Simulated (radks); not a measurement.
The calculation used the in-house radial solver radks at this level: Dirac Kohn-Sham, PBE, spin-unpolarised, spherical densities, point nucleus. The occupation of the 4s shell is varied from Xe²⁺ ([Ar] 3d10 4s1 4p6 4d10 5s2 5p5 (5p1/2: 2, 5p3/2: 3)) to Xe⁺ ([Kr] 4d10 5s2 5p5 (5p1/2: 2, 5p3/2: 3)), with spherical fractional occupations. Wanted, and plotted below: the total energy less the straight line between the end points, and the eigenvalue of 4s (the dashed line is minus the energy to take the whole electron out).

The curve is convex (below the straight line), with the largest deviation among the points computed, −2.66 eV, at 0.5. The end points differ by 217.7 eV, the energy to take the electron out. The eigenvalue, which is the slope of the energy (Janak's theorem), moves from −228.5 eV at 0 to −207.2 eV at 1; for a straight line it would stay constant, and a parabola would sag by an eighth of this change, scaled to a whole electron, 2.66 eV. Convexity is the delocalisation error: fractional charges are too low in energy. The shell lies under occupied ones, so the straight line is a guide here rather than an exact condition.

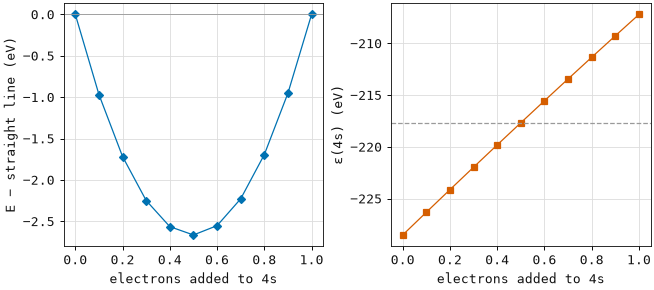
